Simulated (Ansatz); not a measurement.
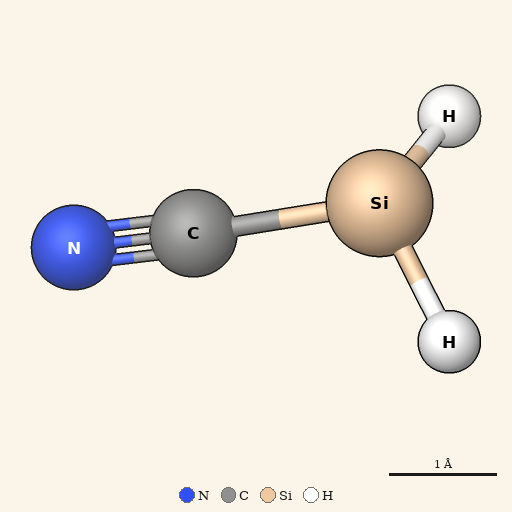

The picture shows a molecular structure as a ball-and-stick model. Double and triple bonds are drawn as two and three sticks.

The species is neutral and a spin doublet.

> What is the molecular formula?

CH2NSi, 5 atoms: 1 carbon, 2 hydrogen, 1 nitrogen and 1 silicon.

> Count the bonded pairs by element.

2 Si–H, 1 C–N, 1 C–Si.

> Give the symmetry (Schoenflies symbol).

Cs.

> Give a SMILES string for it.

N#C[SiH2]

More results for the same structure follow; atom numbers are the same in all pictures, views and colours differ. The computed structure is the end point of a PBE0-D4/def2-TZVP optimisation.

### Shape

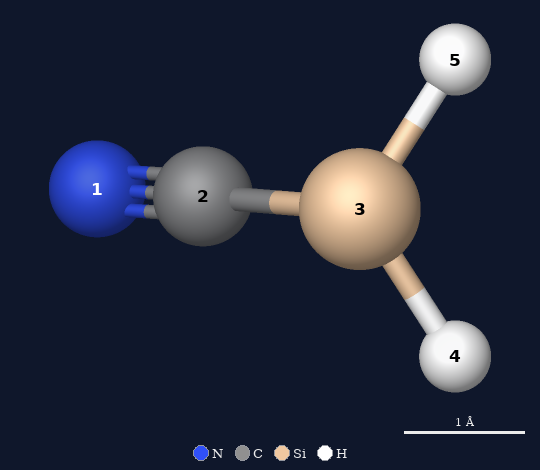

Estimate the angles N1–C2–Si3, C2–Si3–H4, H4–Si3–H5.

| angle | degrees |
| --- | --- |
| N1–C2–Si3 | 175.8 |
| C2–Si3–H4 | 109.4 |
| H4–Si3–H5 | 114.2 |

### Levels of theory compared

Program: Ansatz 0.2.0.

Compare dipole (D) at these levels: B3LYP-D4/def2-TZVPP; PBE-D4/def2-TZVPP; PBE0-D4/def2-TZVP; r2SCAN-D4/def2-TZVPP; ωB97M-V/def2-TZVPP.

| level | dipole (D) |
| --- | --- |
| B3LYP-D4/def2-TZVPP | 3.47 |
| PBE-D4/def2-TZVPP | 3.37 |
| PBE0-D4/def2-TZVP | 3.47 |
| r2SCAN-D4/def2-TZVPP | 3.45 |
| ωB97M-V/def2-TZVPP | 3.49 |

### Charges

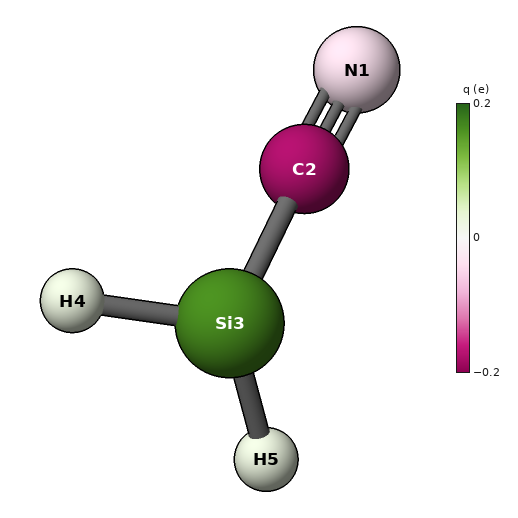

Atoms are coloured by their Mulliken charges. Properties computed with UKS ωB97M-V/def2-TZVPP (Ansatz 0.2.0).

List the Mulliken charges.

| atom | value (e) |
| --- | --- |
| N1 | −0.04 |
| C2 | −0.17 |
| Si3 | 0.16 |
| H4 | 0.02 |
| H5 | 0.02 |

### Vibrations

Harmonic vibrations computed with UKS PBE0-D4/def2-TZVP (Ansatz 0.2.0) at a stationary point of the same level.

> List the wavenumbers.

9 modes: 258, 287, 609, 644, 679, 904, 2241, 2273, 2288 cm⁻¹.

### Thermal motion

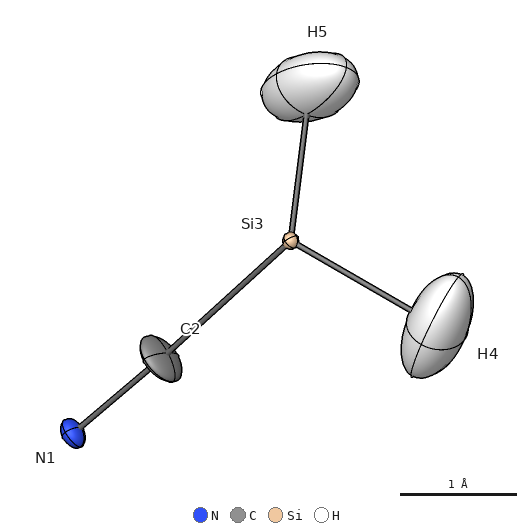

Displacement ellipsoids at the 50 % level, enlarged 2 times, from the internal vibrations of the free molecule (harmonic, no overall translation or rotation; no half-axis is drawn under 0.075 Å). Vibrations computed with UKS PBE0-D4/def2-TZVP (Ansatz 0.2.0). Temperature: 298 K.

> Which atom moves most?

H4, H5, with U_eq = 0.0178 Å².

> Does H5 move more along its bond or across it?

Across it: the root-mean-square amplitude is 0.086 Å along the bond and up to 0.183 Å across, since bending and torsion are softer than stretching.

List U_eq and the three principal root-mean-square amplitudes for each kind of atom.

```csv
atom,U_eq (Å²),rms amplitudes (Å)
N1,0.0016,"0.030, 0.041, 0.046"
C2,0.0041,"0.030, 0.074, 0.077"
Si3,0.00027,"0.011, 0.013, 0.023"
"H4, H5",0.0178,"0.086, 0.112, 0.183"
```

Mulliken values depend strongly on the basis set and can even reverse the polarity of a bond.
